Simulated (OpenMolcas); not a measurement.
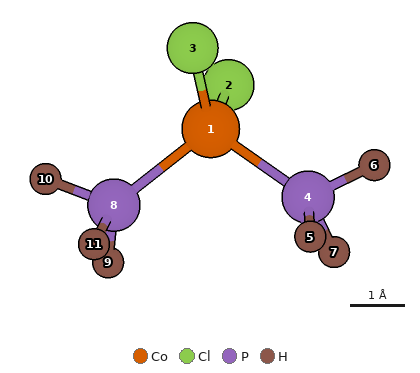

**Figure 1.** The input geometry (ball-and-stick view, seen at a tilt; atoms are numbered from 1 in the order of the input). Sticks mark near contacts.

## Single-point calculation of CoP$_{2}$H$_{6}$Cl$_{2}$ (part 1 of 3)

System: CoP$_{2}$H$_{6}$Cl$_{2}$ (CoCl2(PH3)2), multiplicity 2, SMILES [PH3]->[Co](<-[PH3])([Cl])[Cl].
Method: NEVPT2/ANO-R1, sfX2C (OpenMolcas 26.06).

The geometry is that of the parent species in another charge or spin state. The geometry comes from this level: GFN2-xTB.

The program's output
```
--- Start Module: gateway ---

                                              &GATEWAY

                       available to each process: 1.9 GB of memory, 1 thread

++    Symmetry information:
      ---------------------

                    Character Table for C1

                             E
                    a        1  x, y, xy, Rz, z, xz, Ry, yz, Rx, I
--

++    Basis set information:
      ----------------------

      Basis set label: CO.ANO-R...5S3P2D1F.

      Electronic valence basis set:
      ------------------
      Associated Effective Charge  27.000000 au
      Associated Actual Charge     27.000000 au
      Nuclear Model: Finite nucleus - Gaussian distribution
        Gaussian exponent, Xi/bohr**(-2):  2.87167E+08

      Shell  nPrim  nBasis  Cartesian Spherical Contaminant
         s      20       5        X
         p      12       3        X
         d       9       2                 X
         f       5       1                 X

      Basis set label: CL.ANO-R...4S3P1D.

      Electronic valence basis set:
      ------------------
      Associated Effective Charge  17.000000 au
      Associated Actual Charge     17.000000 au
      Nuclear Model: Finite nucleus - Gaussian distribution
        Gaussian exponent, Xi/bohr**(-2):  3.84638E+08

      Shell  nPrim  nBasis  Cartesian Spherical Contaminant
         s      17       4        X
         p      11       3        X
         d       7       1                 X

      Basis set label: P.ANO-R...4S3P1D.

      Electronic valence basis set:
      ------------------
      Associated Effective Charge  15.000000 au
      Associated Actual Charge     15.000000 au
      Nuclear Model: Finite nucleus - Gaussian distribution
        Gaussian exponent, Xi/bohr**(-2):  4.11175E+08

      Shell  nPrim  nBasis  Cartesian Spherical Contaminant
         s      16       4        X
         p      11       3        X
         d       7       1                 X

      Basis set label: H.ANO-R...2S1P.

      Electronic valence basis set:
      ------------------
      Associated Effective Charge   1.000000 au
      Associated Actual Charge      1.000000 au
      Nuclear Model: Finite nucleus - Gaussian distribution
        Gaussian exponent, Xi/bohr**(-2):  2.12482E+09

      Shell  nPrim  nBasis  Cartesian Spherical Contaminant
         s       7       2        X
         p       4       1        X

      Basis set label: P.ANO-R...4S3P1D.

      Electronic valence basis set:
      ------------------
      Associated Effective Charge  15.000000 au
      Associated Actual Charge     15.000000 au
      Nuclear Model: Finite nucleus - Gaussian distribution
        Gaussian exponent, Xi/bohr**(-2):  4.11175E+08

      Shell  nPrim  nBasis  Cartesian Spherical Contaminant
         s      16       4        X
         p      11       3        X
         d       7       1                 X

      Basis set label: H.ANO-R...2S1P.

      Electronic valence basis set:
      ------------------
      Associated Effective Charge   1.000000 au
      Associated Actual Charge      1.000000 au
      Nuclear Model: Finite nucleus - Gaussian distribution
        Gaussian exponent, Xi/bohr**(-2):  2.12482E+09

      Shell  nPrim  nBasis  Cartesian Spherical Contaminant
         s       7       2        X
         p       4       1        X
--

++    Molecular structure info:
      -------------------------

                    ************************************************
                    **** Cartesian Coordinates / bohr, angstrom ****
                    ************************************************

     Center  Label                x              y              z                     x              y              z
        1      CO1              1.554564       0.000435       1.118472              0.822640       0.000230       0.591870
        2      CL2              1.484248       0.061038       5.135935              0.785430       0.032300       2.717820
        3      CL3              5.295674      -0.038569      -0.367722              2.802350      -0.020410      -0.194590
        4      P4              -0.559510       3.458123      -0.396068             -0.296080       1.829960      -0.209590
        5      H5              -0.980598       3.850865      -2.943230             -0.518910       2.037790      -1.557490
        6      H6               0.365473       5.854844       0.051155              0.193400       3.098250       0.027070
        7      H7              -3.001830       4.020657       0.333518             -1.588500       2.127640       0.176490
        8      P8              -0.559359      -3.464699      -0.377246             -0.296000      -1.833440      -0.199630
        9      H9              -3.018252      -4.025759       0.296725             -1.597190      -2.130340       0.157020
       10      H10              0.348654      -5.866220       0.082430              0.184500      -3.104270       0.043620
       11      H11             -0.929065      -3.850733      -2.933970             -0.491640      -2.037720      -1.552590

                    ***************************************
                    *    InterNuclear Distances / bohr    *
                    ***************************************

               1 CO1           2 CL2           3 CL3           4 P4            5 H5            6 H6
    1 CO1      0.000000
    2 CL2      4.018536        0.000000
    3 CL3      4.025692        6.695307        0.000000
    4 P4       4.326517        6.805894        6.819886        0.000000
    5 H5       6.144126        9.258032        7.820008        2.611435        0.000000
    6 H6       6.068543        7.789405        7.695106        2.607656        3.846320        0.000000
    7 H7       6.126914        7.672463        9.263780        2.610300        3.853736        3.844828
    8 P8       4.325852        6.855824        6.783795        6.922848        7.763968        9.375112
    9 H9       6.147857        7.771253        9.244487        7.907836        8.757314       10.446828
   10 H10      6.078260        7.871460        7.657490        9.380677       10.263687       11.721118
   11 H11      6.117368        9.287056        7.737286        7.745766        7.701776       10.236455

               7 H7            8 P8            9 H9           10 H10          11 H11
    7 H7       0.000000
    8 P8       7.905783        0.000000
    9 H9       8.046517        2.610590        0.000000
   10 H10     10.442180        2.608274        3.843082        0.000000
   11 H11      8.771066        2.611999        3.851328        3.846222        0.000000

                    *******************************************
                    *    InterNuclear Distances / angstrom    *
                    *******************************************

               1 CO1           2 CL2           3 CL3           4 P4            5 H5            6 H6
    1 CO1      0.000000
    2 CL2      2.126517        0.000000
    3 CL3      2.130304        3.543004        0.000000
    4 P4       2.289494        3.601524        3.608928        0.000000
    5 H5       3.251331        4.899140        4.138170        1.381912        0.000000
    6 H6       3.211335        4.121976        4.072075        1.379912        2.035385        0.000000
    7 H7       3.242223        4.060093        4.902181        1.381311        2.039309        2.034595
    8 P8       2.289142        3.627946        3.589830        3.663414        4.108515        4.961096
    9 H9       3.253306        4.112370        4.891972        4.184646        4.634171        5.528223
   10 H10      3.216476        4.165397        4.052169        4.964041        5.431309        6.202548
   11 H11      3.237172        4.914498        4.094395        4.098883        4.075604        5.416899

               7 H7            8 P8            9 H9           10 H10          11 H11
    7 H7       0.000000
    8 P8       4.183560        0.000000
    9 H9       4.258033        1.381465        0.000000
   10 H10      5.525764        1.380239        2.033671        0.000000
   11 H11      4.641448        1.382211        2.038035        2.035333        0.000000

                    **************************************
                    *    Valence Bond Angles / degree    *
                    **************************************
                          Atom centers                 Phi
                      5 H5       4 P4       6 H6        94.95
                      5 H5       4 P4       7 H7        95.13
                      6 H6       4 P4       7 H7        94.93
                      9 H9       8 P8      10 H10       94.85
                      9 H9       8 P8      11 H11       95.03
                     10 H10      8 P8      11 H11       94.92
--

            Nuclear Potential Energy            740.02041737 au

--- Stop Module: gateway /rc=_RC_ALL_IS_WELL_ ---
--- Module gateway spent 2 seconds ---

--- Start Module: seward ---

                                              &SEWARD

                       available to each process: 1.9 GB of memory, 1 thread

               SEWARD will generate:
                  Multipole Moment integrals up to order  2
                  Kinetic Energy integrals
                  Nuclear Attraction integrals (finite nuclei - Gaussian type)
                  One-Electron Hamiltonian integrals
                  Velocity integrals
                  Relativistic X2C integrals
                  Orbital angular momentum around (  1.4567   0.0030   1.0339 )
                  Velocity quadrupole around (  1.4567   0.0030   1.0339 )
                  Atomic mean-field integrals
                  RI decomposed two-electron repulsion integrals stored Cholesky style
                   - acCD auxiliary basis
                   - CD Threshold:   1.00E-04

                   Integrals are discarded if absolute value <: 1.00E-14
                   Integral cutoff threshold is set to       <: 1.00E-16

            Nuclear Potential Energy            740.02041737 au

      Basis set specifications :
      Symmetry species         a
      Basis functions          133

--- Stop Module: seward /rc=_RC_ALL_IS_WELL_ ---
--- Module seward spent 8 seconds ---

--- Start Module: rasscf ---

                                              &RASSCF

                       available to each process: 1.9 GB of memory, 1 thread

      Header of the ONEINT file:
      --------------------------

      OrdInt status: non-squared

      Cartesian coordinates in angstrom:
      -----------------------------------------------------
      No.  Label        X            Y            Z
      -----------------------------------------------------
       1   CO1        0.82264000   0.00023000   0.59187000
       2   CL2        0.78543000   0.03230000   2.71782000
       3   CL3        2.80235000  -0.02041000  -0.19459000
       4   P4        -0.29608000   1.82996000  -0.20959000
       5   H5        -0.51891000   2.03779000  -1.55749000
       6   H6         0.19340000   3.09825000   0.02707000
       7   H7        -1.58850000   2.12764000   0.17649000
       8   P8        -0.29600000  -1.83344000  -0.19963000
       9   H9        -1.59719000  -2.13034000   0.15702000
      10   H10        0.18450000  -3.10427000   0.04362000
      11   H11       -0.49164000  -2.03772000  -1.55259000
      -----------------------------------------------------
      Nuclear repulsion energy =  740.02041737

++    Wave function specifications:
      -----------------------------

      Number of closed shell electrons          84
      Number of electrons in active shells      13
      Max number of holes in RAS1 space          0
      Max nr of electrons in RAS3 space          0
      Number of inactive orbitals               42
      Number of active orbitals                  8
      Number of secondary orbitals              83
      Spin quantum number                      0.5
      State symmetry                             1
--

++    Orbital specifications:
      -----------------------

      Symmetry species                           1
                                                 a
      Frozen orbitals                            0
      Inactive orbitals                         42
      Active orbitals                            8
      RAS1 orbitals                              0
      RAS2 orbitals                              8
      RAS3 orbitals                              0
      Secondary orbitals                        83
      Deleted orbitals                           0
      Number of basis functions                133
--

++    CI expansion specifications:
      ----------------------------

      Number of CSFs                           168
      Number of determinants                   224
      Number of root(s) required                 1
      Root chosen for geometry opt.              1
      CI root used                               1

      highest root included in the CI            1
      max. size of the explicit Hamiltonian    168
--

++    Optimization specifications:
      ----------------------------

      RASSCF algorithm: LK RI/DF
      Maximum number of macro iterations       200
      Maximum number of SX iterations          100
      Threshold for RASSCF energy            1.000E-08
      Threshold for max MO rotation          1.000E-01
      Threshold for max BLB element          1.000E-04
      Level shift parameter                  5.000E-01
      Make Quasi-Newton update
--

      The MO-coefficients are taken from the file:
      step2.RasOrb
      Title: RASSCF average (pseudo-natural) orbitals

      Total molecular charge    0.00

      ************************************************************************************************************************
      *                                            Wave function control section                                             *
      ************************************************************************************************************************

                                         RASSCF iterations: Energy and convergence statistics
                                         ----------------------------------------------------
```
